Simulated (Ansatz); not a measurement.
# [CHO2]− (SMILES O=C[O-]): levels of theory compared

We compute a comparison of 6 runs (r2SCAN/STO-3G, r2SCAN0/STO-3G, wB97M-V/STO-3G, UMP2/STO-3G, CCSDT/STO-3G, CCSD(T)/STO-3G) of [CHO2]−. 

Program for the calculation: Ansatz 0.2.0.

8 further runs of the same task are left out: 5 that didn't finish, 3 set aside as unsound or not needed.

## 1. The system as given

[CHO2]− has 4 atoms, charge -1, and is taken as a singlet. SMILES: `O=C[O-]`. The C2–O1 distance was set to 1.557 Å, away from the relaxed value.

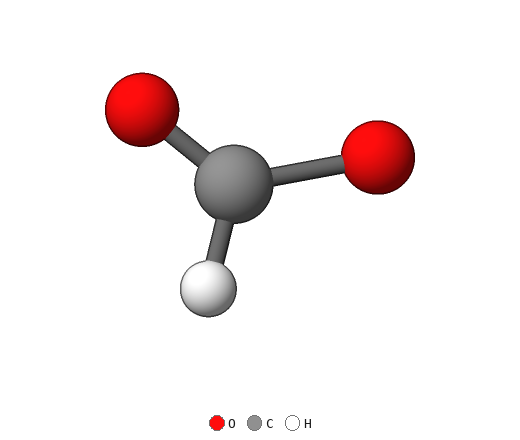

Viewed from a chosen angle; oxygen red, carbon grey, hydrogen white.

## 2. The energy at r2SCAN/STO-3G (run 1)

Contents of molecule.yaml:

```yaml
crystal:
  periodic: [false, false, false]
  atoms:
    - {symbol: O, position_ang: [-1.477586, 0.031645, 0.520939]}
    - {symbol: C, position_ang: [-0.008510, -0.020630, 0.007780]}
    - {symbol: O, position_ang: [0.790720, -0.973690, -0.058790]}
    - {symbol: H, position_ang: [0.401570, 0.973130, -0.367300]}
basis:
  gaussian: {orbitals: STO-3G}
accuracy: high
total_charge: -1
hamiltonian: {xc: r2scan}
```

Started as:

```sh
$ ansatz run molecule.yaml --threads 1 --pin off --max-ram 3480MiB --events-out events.jsonl --progress --plain --runs-dir runs
```

What it wrote:

```text
Warning: RAYON_NUM_THREADS=1 ignored (pool sized by the plan → 1); use --threads N
Functional definition: r2SCAN
  name "r2SCAN"
  parameter k0 = 0.174
  parameter k1 = 0.065
  parameter a1 = 4.9479
  exchange = r2scan_x(k0 = k0, k1 = k1, a1 = a1)
  correlation = r2scan_c
273 factors; integrals over basis functions are off by at most 2.9e-8 eV
mean field evaluation 1: about -5066.6372 eV, gradient 3.0e1 eV
mean field evaluation 2: about -5013.5069 eV, gradient 1.2e2 eV
mean field evaluation 4: about -5069.6193 eV, gradient 1.1e1 eV
mean field evaluation 8: about -5069.9000 eV, gradient 2.3e-1 eV
mean field evaluation 16: about -5069.9002 eV, gradient 6.0e-6 eV
mean field -5069.90020612 eV, -186.3153960733 hartree, gradient 3.7e-8 eV, S^2 0.000000; 0 other end points of the search recorded, 0 dependent functions left out
reference -5069.90020633 eV, -186.3153960810 hartree; 12, 12 occupied and 4, 4 virtual orbitals, 273 factors
Total energy: -5069.90020633 eV, -186.3153960810 hartree
```

It took 0.89 s on 1 thread of Intel Xeon 6975P-C (Granite Rapids), shared host; peak memory 0.13 GiB.

## 3. The energy at r2SCAN0/STO-3G (run 2)

Contents of run.yaml:

```yaml
crystal:
  periodic: [false, false, false]
  atoms:
    - symbol: O
      position_ang: [-1.477586, 0.031645, 0.520939]
    - symbol: C
      position_ang: [-0.008510, -0.020630, 0.007780]
    - symbol: O
      position_ang: [0.790720, -0.973690, -0.058790]
    - symbol: H
      position_ang: [0.401570, 0.973130, -0.367300]
basis:
  gaussian:
    orbitals: STO-3G
total_charge: -1
hamiltonian:
  xc: {name: r2SCAN0}
accuracy: high
```

Started as:

```sh
$ ansatz run run.yaml --threads 1 --pin off --max-ram 3480MiB --events-out events.jsonl --progress --plain --runs-dir runs
```

What it wrote:

```text
Warning: RAYON_NUM_THREADS=1 ignored (pool sized by the plan → 1); use --threads N
Functional definition: r2SCAN0
  name "r2SCAN0"
  parameter a = 0.25
  parameter k0 = 0.174
  parameter k1 = 0.065
  parameter a1 = 4.9479
  exchange = (1 - a)*r2scan_x(k0 = k0, k1 = k1, a1 = a1) + a*exact_x
  correlation = r2scan_c
273 factors; integrals over basis functions are off by at most 2.9e-8 eV
mean field evaluation 1: about -5064.7264 eV, gradient 3.4e1 eV
mean field evaluation 2: about -5030.6184 eV, gradient 1.1e2 eV
mean field evaluation 4: about -5068.9311 eV, gradient 1.9e0 eV
mean field evaluation 8: about -5068.9181 eV, gradient 7.6e-2 eV
mean field evaluation 16: about -5068.9181 eV, gradient 9.3e-6 eV
mean field -5068.91810500 eV, -186.2793045225 hartree, gradient 6.9e-8 eV, S^2 0.000000; 0 other end points of the search recorded, 0 dependent functions left out
reference -5068.91810516 eV, -186.2793045286 hartree; 12, 12 occupied and 4, 4 virtual orbitals, 273 factors
Total energy: -5068.91810516 eV, -186.2793045286 hartree
```

It took 0.89 s on 1 thread of Intel Xeon 6975P-C (Granite Rapids), shared host; peak memory 0.13 GiB.

Runs 3 to 5 aren't shown in full; the table further down has their settings and results.

## 4. The energy at CCSD(T)/STO-3G (run 6)

Contents of in.yaml:

```yaml
crystal:
  periodic: [false, false, false]
  atoms:
    - {symbol: O, position_ang: [-1.477586, 0.031645, 0.520939]}
    - {symbol: C, position_ang: [-0.008510, -0.020630, 0.007780]}
    - {symbol: O, position_ang: [0.790720, -0.973690, -0.058790]}
    - {symbol: H, position_ang: [0.401570, 0.973130, -0.367300]}
basis:
  gaussian:
    orbitals: STO-3G
total_charge: -1
correlation:
  method: ccsd_t
  frozen_orbitals: {C: 1, H: 0, O: 1}
accuracy: high
scf:
  omitted_lower_state_checks: [cluster_reference, increment]
```

Started as:

```sh
$ ansatz run in.yaml --threads 1 --pin off --max-ram 3480MiB --events-out events.jsonl --progress --plain --runs-dir runs
```

What it wrote:

```text
Warning: RAYON_NUM_THREADS=1 ignored (pool sized by the plan → 1); use --threads N
[... 11 lines left out ...]
3 core orbitals not correlated: weight in the atoms' cores, before any rotation towards them, 1.000 or more for the frozen orbitals, at most 0.000 for the correlated occupied ones
[... 26 lines left out ...]
Total energy: -5050.16776725 eV, -185.5902423198 hartree
Checks for a lower state left out: cluster_reference, increment
```

Run time: 0.1 s. Hardware: 1 thread of Intel Xeon 6975P-C (Granite Rapids), shared host.

## 5. All runs side by side

```
run           level  frozen core orbitals  energy (Eh)  wall time
  1   r2SCAN/STO-3G                     –  -186.315396     0.89 s
  2  r2SCAN0/STO-3G                     –  -186.279305     0.89 s
  3  wB97M-V/STO-3G                     –  -186.358343      4.8 s
  4     UMP2/STO-3G                     3  -185.508797     0.16 s
  5    CCSDT/STO-3G                     3  -185.593596     0.24 s
  6  CCSD(T)/STO-3G                     3  -185.590242      0.1 s
```

## 6. What came out

```
                                          quantity          value
                               run 6: total energy  -185.59024 Eh
run 6: correlation energy (3 core orbitals frozen)     -195.5 mEh
                             run 6: (T) correction     -13.62 mEh
                              run 6: T1 diagnostic          0.041
```

**Reading.** Totals of different functionals can't be ranked against each other. In run 6 the T1 diagnostic is large, so a single reference may not serve. In runs 5, 6 the log says that unrestricted orbitals would lower the reference, so the values rest on an unstable closed-shell determinant (other closed-shell runs at this shape may share the fault). In runs 1, 2, 3, 4, 5, 6 the basis is minimal, so the values are rough. Spin contamination of the reference: run 4 ⟨S²⟩ = 0.81. Where it is this large, the reference is a mixture of spin states, and values that rest on it are in doubt. All runs together took 7.1 s, the longest 4.8 s.
